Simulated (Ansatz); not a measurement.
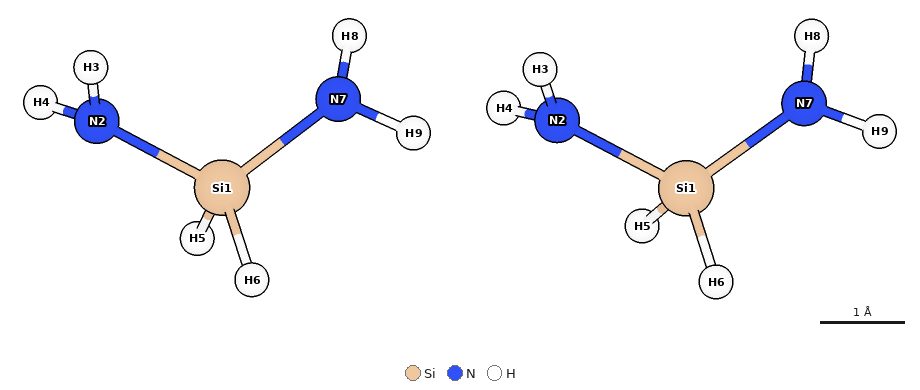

Two geometries of SiN₂H₆, drawn at one scale. One is the start of a relaxation, the other its converged end. Style: ball-and-stick. Shown face on.

Theory: Ansatz, RKS PBE-D4/6-31G*. Set-up: no spin polarisation; force threshold 0.03 eV/Å; at most 50 steps.

Question: Which of the two is the end point?

Answer: The left one is the relaxed one. The run prepares an end point of a later path (reaction) calculation, from a guessed geometry. The energy falls by 3.55 kcal/mol in 6 geometry steps. Largest force component: 1.5 eV/Å at the start, 0.012 eV/Å at the end. H5 moves most after the best rigid fit: 0.25 Å. By element the largest moves are H 0.25 Å, N 0.10 Å, Si 0.06 Å. Some distances before and after: Si1–H5 1.468 → 1.509 Å, Si1–N2 1.770 → 1.733 Å, Si1–N7 1.730 → 1.743 Å. Among the angles between lasting bonds that change: N2–Si1–H5 89.7° → 102.4°, H5–Si1–H6 114.3° → 109.1°, Si1–N2–H3 126.3° → 121.3°. The run took 9.4 s on 1 thread of Intel(R) Xeon(R) Platinum 8488C (Sapphire Rapids), on a shared host, peak memory 0.14 GiB.
